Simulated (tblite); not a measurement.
## Geometry relaxation of C₅H₆FNSi

The run: geometry relaxation of C₅H₆FNSi. Method and program: GFN2-xTB geometry optimisation, gas phase (tblite 0.8.0).

It belongs to a series of runs on one base structure; here: constitutional isomer.

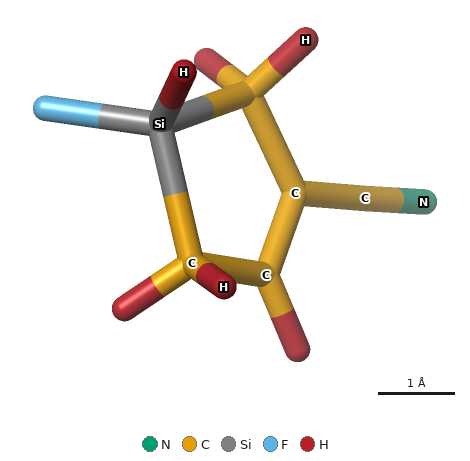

The starting structure (stick view, seen at a tilt).

Input file
```
{"job": {"kind": "relax", "xc": "GFN2-xTB", "basis": "xTB"}, "charge": 0, "multiplicity": 1}
N      2.914500    -2.229200     0.462400
C      1.974500    -1.542000     0.298400
C      0.851300    -0.711700     0.129400
C     -0.302300    -1.164400    -0.430000
C     -1.466500    -0.220300    -0.574100
Si    -0.833400     1.436500     0.104400
F     -0.687200     2.500900    -1.087800
C      0.896300     0.752600     0.555500
H     -0.407200    -2.205000    -0.750800
H     -1.743800    -0.123100    -1.631400
H     -2.331300    -0.572400    -0.010900
H     -1.600700     1.952500     1.270300
H      1.664500     1.291500     0.017100
H      1.070600     0.833700     1.625300
```

The first line tells a small driver script what to run in tblite; the rest is the geometry in Å.

Machine: 1 CPU thread, shared host.

Command:
```bash
OMP_NUM_THREADS=1 python <driver script> task.json out
```

Output
```
step      E/eV     max force
  0    -629.65087    3.207
  1    -629.44872   10.411
  2    -629.73422    0.913
  3    -629.74804    0.423
  4    -629.76725    0.530
  5    -629.77959    0.403
  6    -629.78668    0.210
  7    -629.79292    0.215
  8    -629.79861    0.332
  9    -629.80155    0.220
 10    -629.80260    0.072
 11    -629.80321    0.103
 12    -629.80407    0.158
 13    -629.80497    0.138
 14    -629.80557    0.066
 15    -629.80587    0.043
 16    -629.80611    0.069
 17    -629.80634    0.081
 18    -629.80651    0.050
 19    -629.80658    0.018
 20    -629.80661    0.020
 21    -629.80665    0.031
 22    -629.80670    0.032
 23    -629.80674    0.019
 24    -629.80677    0.016
 25    -629.80680    0.022
 26    -629.80684    0.027
 27    -629.80689    0.023
 28    -629.80693    0.016
 29    -629.80695    0.013
 30    -629.80697    0.011
 31    -629.80698    0.009
```

Trajectory as extended XYZ (Å, eV, eV/Å), 8 of the 32 frames kept, from step=0 to step=31
```
14
Properties=species:S:1:pos:R:3:forces:R:3 step=0 energy=-629.65087
N     2.9145   -2.2292    0.4624   -2.5560   1.8800  -0.4650
C     1.9745   -1.5420    0.2984    2.3700  -1.6440   0.4920
C     0.8513   -0.7117    0.1294   -1.0330   0.0750  -0.4500
C    -0.3023   -1.1644   -0.4300    0.6140   0.0470   0.4210
C    -1.4665   -0.2203   -0.5741    0.3550   0.0960  -0.1010
Si   -0.8334    1.4365    0.1044   -0.0210  -0.2760   0.8210
F    -0.6872    2.5009   -1.0878   -0.0870   0.2710  -0.0810
C     0.8963    0.7526    0.5555   -0.6060  -0.3380  -0.1420
H    -0.4072   -2.2050   -0.7508    0.0290   0.4400   0.0880
H    -1.7438   -0.1231   -1.6314   -0.0910  -0.2520   0.2140
H    -2.3313   -0.5724   -0.0109    0.0320  -0.2150  -0.2320
H    -1.6007    1.9525    1.2703    0.2980  -0.0010  -0.6180
H     1.6645    1.2915    0.0171    0.3820  -0.0140   0.0500
H     1.0706    0.8337    1.6253    0.3160  -0.0680   0.0030
14
Properties=species:S:1:pos:R:3:forces:R:3 step=4 energy=-629.76725
N     2.8853   -2.2063    0.4563    0.2700  -0.1690   0.0460
C     1.9710   -1.5344    0.3027   -0.4070   0.3370  -0.0460
C     0.8397   -0.7088    0.1225   -0.3330   0.0880  -0.0820
C    -0.3005   -1.1638   -0.4204    0.2090   0.1280   0.1300
C    -1.4522   -0.2200   -0.5726   -0.0640   0.0430  -0.0140
Si   -0.8321    1.4304    0.1253    0.1050  -0.1070  -0.1080
F    -0.6954    2.5058   -1.0760   -0.0960   0.0510   0.1540
C     0.8836    0.7429    0.5509    0.0800   0.0120   0.0570
H    -0.4056   -2.1860   -0.7476   -0.0210  -0.0540  -0.0370
H    -1.7479   -0.1392   -1.6214    0.0060  -0.1310   0.0290
H    -2.3238   -0.5862   -0.0285    0.0170  -0.1700  -0.0910
H    -1.5888    1.9590    1.2409   -0.0440   0.2020  -0.0590
H     1.6759    1.2807    0.0268    0.0960  -0.1110   0.0510
H     1.0900    0.8254    1.6188    0.1790  -0.1190  -0.0300
14
Properties=species:S:1:pos:R:3:forces:R:3 step=9 energy=-629.80155
N     2.8693   -2.1838    0.4543   -0.0740   0.0980  -0.0010
C     1.9502   -1.5112    0.3045    0.1610  -0.1490   0.0170
C     0.8202   -0.6927    0.1241    0.0860  -0.0780   0.0000
C    -0.3065   -1.1593   -0.4187   -0.0310  -0.0310  -0.0290
C    -1.4621   -0.2257   -0.5747    0.0120  -0.0350   0.0020
Si   -0.8251    1.4226    0.1276   -0.0790   0.0700   0.0600
F    -0.7203    2.5292   -1.0439   -0.0200   0.0380   0.0110
C     0.8969    0.7485    0.5606   -0.0220  -0.0520  -0.0190
H    -0.4062   -2.1836   -0.7505    0.0220   0.0270   0.0170
H    -1.7485   -0.1717   -1.6259   -0.0160   0.0260  -0.0330
H    -2.3256   -0.6315   -0.0477   -0.0380   0.0110   0.0100
H    -1.5917    2.0100    1.2104    0.0010   0.0610  -0.0380
H     1.7092    1.2544    0.0352   -0.0060  -0.0030  -0.0040
H     1.1396    0.7943    1.6225    0.0050   0.0150   0.0090
14
Properties=species:S:1:pos:R:3:forces:R:3 step=13 energy=-629.80497
N     2.8809   -2.1819    0.4588    0.1190  -0.0650   0.0250
C     1.9567   -1.5212    0.3037   -0.0900   0.0770  -0.0170
C     0.8253   -0.7024    0.1224   -0.0530   0.0210  -0.0020
C    -0.3060   -1.1613   -0.4205    0.0260   0.0010   0.0180
C    -1.4636   -0.2281   -0.5751    0.0040   0.0320   0.0070
Si   -0.8319    1.4263    0.1320    0.0570  -0.0590  -0.0250
F    -0.7271    2.5385   -1.0372   -0.0150  -0.0090   0.0390
C     0.8951    0.7409    0.5595   -0.0020   0.0120   0.0070
H    -0.4034   -2.1843   -0.7500   -0.0170  -0.0450  -0.0250
H    -1.7504   -0.1690   -1.6287    0.0120   0.0100   0.0470
H    -2.3310   -0.6325   -0.0488    0.0310   0.0150  -0.0260
H    -1.5959    2.0309    1.2051   -0.0080   0.0430  -0.0080
H     1.7075    1.2502    0.0351   -0.0400  -0.0150  -0.0130
H     1.1432    0.7935    1.6215   -0.0250  -0.0170  -0.0280
14
Properties=species:S:1:pos:R:3:forces:R:3 step=18 energy=-629.80651
N     2.8886   -2.1770    0.4623   -0.0310   0.0390  -0.0050
C     1.9595   -1.5215    0.3040    0.0270  -0.0130   0.0130
C     0.8242   -0.7068    0.1228    0.0130  -0.0140  -0.0050
C    -0.3059   -1.1665   -0.4211   -0.0080  -0.0070  -0.0040
C    -1.4606   -0.2282   -0.5732    0.0020  -0.0160   0.0010
Si   -0.8300    1.4233    0.1355   -0.0190   0.0130   0.0070
F    -0.7335    2.5424   -1.0266    0.0080   0.0020  -0.0130
C     0.8938    0.7368    0.5592   -0.0020  -0.0200  -0.0040
H    -0.4060   -2.1898   -0.7542   -0.0060   0.0150   0.0000
H    -1.7483   -0.1649   -1.6246    0.0130   0.0130  -0.0130
H    -2.3296   -0.6319   -0.0523   -0.0060  -0.0040   0.0160
H    -1.5963    2.0489    1.1960    0.0050  -0.0020   0.0030
H     1.7016    1.2462    0.0299   -0.0030  -0.0030  -0.0040
H     1.1418    0.7886    1.6199    0.0060  -0.0040   0.0050
14
Properties=species:S:1:pos:R:3:forces:R:3 step=22 energy=-629.80670
N     2.8908   -2.1732    0.4634    0.0300  -0.0040   0.0100
C     1.9602   -1.5208    0.3052   -0.0160   0.0090  -0.0080
C     0.8240   -0.7088    0.1220   -0.0130   0.0060   0.0040
C    -0.3065   -1.1678   -0.4214   -0.0020   0.0050   0.0010
C    -1.4606   -0.2291   -0.5727   -0.0060   0.0140   0.0010
Si   -0.8312    1.4236    0.1361    0.0080  -0.0040  -0.0020
F    -0.7327    2.5424   -1.0270    0.0060  -0.0110   0.0000
C     0.8927    0.7343    0.5589   -0.0060   0.0120   0.0030
H    -0.4080   -2.1899   -0.7555   -0.0050  -0.0080  -0.0040
H    -1.7453   -0.1618   -1.6251   -0.0010  -0.0030   0.0070
H    -2.3297   -0.6322   -0.0505    0.0010  -0.0020  -0.0100
H    -1.5958    2.0513    1.1962    0.0020  -0.0010   0.0050
H     1.6993    1.2448    0.0283   -0.0020  -0.0060   0.0010
H     1.1421    0.7869    1.6197    0.0040  -0.0060  -0.0070
14
Properties=species:S:1:pos:R:3:forces:R:3 step=27 energy=-629.80689
N     2.8960   -2.1642    0.4666   -0.0150   0.0170  -0.0030
C     1.9601   -1.5195    0.3052    0.0110  -0.0020   0.0070
C     0.8214   -0.7103    0.1226    0.0100  -0.0060  -0.0080
C    -0.3088   -1.1683   -0.4218    0.0000  -0.0030   0.0020
C    -1.4618   -0.2277   -0.5718    0.0010  -0.0140  -0.0050
Si   -0.8313    1.4237    0.1377    0.0000  -0.0050   0.0030
F    -0.7292    2.5386   -1.0284    0.0020  -0.0010  -0.0020
C     0.8913    0.7332    0.5592    0.0130  -0.0170   0.0000
H    -0.4120   -2.1902   -0.7578    0.0000   0.0100   0.0040
H    -1.7437   -0.1595   -1.6245   -0.0110   0.0040  -0.0060
H    -2.3309   -0.6335   -0.0526   -0.0120   0.0060  -0.0020
H    -1.5940    2.0527    1.1981   -0.0010   0.0010   0.0040
H     1.6975    1.2415    0.0266    0.0030   0.0020  -0.0020
H     1.1447    0.7830    1.6187   -0.0010   0.0070   0.0080
14
Properties=species:S:1:pos:R:3:forces:R:3 step=31 energy=-629.80698
N     2.8993   -2.1583    0.4686    0.0080  -0.0040   0.0010
C     1.9606   -1.5187    0.3055   -0.0020   0.0040   0.0010
C     0.8209   -0.7117    0.1220   -0.0030   0.0030  -0.0010
C    -0.3100   -1.1687   -0.4219   -0.0020   0.0000  -0.0020
C    -1.4628   -0.2280   -0.5721   -0.0040   0.0040  -0.0010
Si   -0.8310    1.4227    0.1390    0.0000  -0.0040  -0.0010
F    -0.7269    2.5359   -1.0291    0.0000  -0.0030   0.0060
C     0.8920    0.7312    0.5596   -0.0040   0.0070   0.0000
H    -0.4141   -2.1898   -0.7585    0.0010  -0.0060   0.0000
H    -1.7452   -0.1579   -1.6248    0.0000   0.0010  -0.0010
H    -2.3336   -0.6329   -0.0546   -0.0020   0.0030   0.0020
H    -1.5930    2.0535    1.1996    0.0050  -0.0030  -0.0050
H     1.6971    1.2401    0.0255    0.0020  -0.0020   0.0030
H     1.1460    0.7822    1.6191    0.0010   0.0000  -0.0030
```

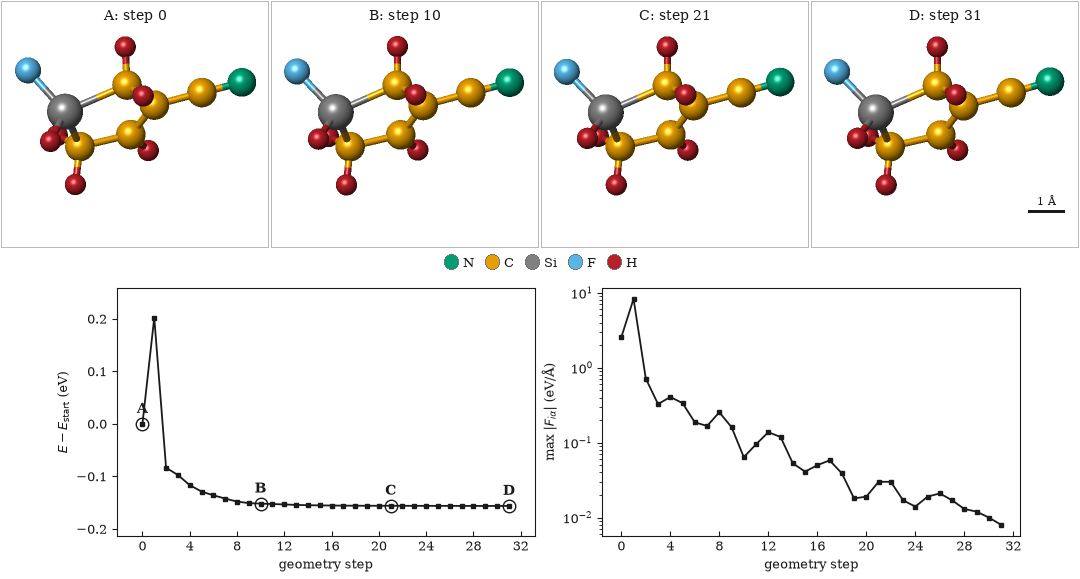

Frames of the relaxation (ball-and-stick view, seen at a tilt) above the curves, on which the letters mark them (steps are counted from 0).

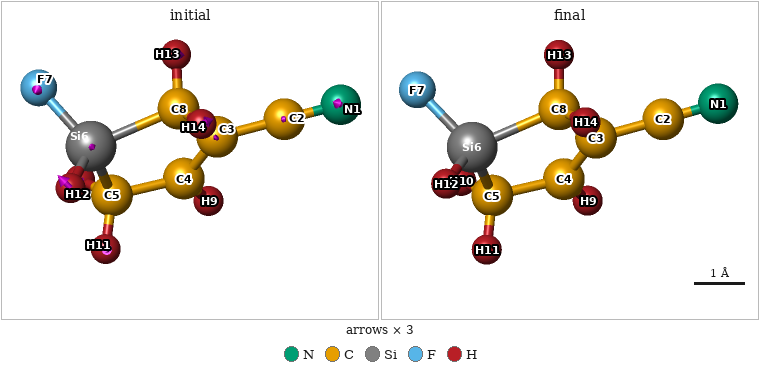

Before (left) and after (right) the relaxation, at one scale (ball-and-stick view, seen at a tilt). The pink arrows give the displacements, magnified 3 times. After 31 geometry steps the energy has fallen by 0.156 eV. Largest force component: 2.6 eV/Å at the start, 0.008 eV/Å at the end. The largest move after the best rigid fit is that of H12, 0.12 Å. By element the largest moves are H 0.12 Å, F 0.08 Å, N 0.07 Å, Si 0.04 Å, C 0.03 Å. Distances before and after: Si6–H12 1.488 → 1.450 Å, N1–C2 1.176 → 1.148 Å, C3–C4 1.360 → 1.336 Å, C3–C8 1.526 → 1.509 Å. Among the angles that change: F7–Si6–H12 113.5° → 105.2°, C5–Si6–H12 114.2° → 118.4°, Si6–C8–H14 110.5° → 114.1°. (Atoms are counted from 1 in the order of the input.)

Summary

| quantity | value |
| --- | --- |
| outcome | converged |
| total energy | −629.8070 eV |
| peak memory | 0.18 GiB |
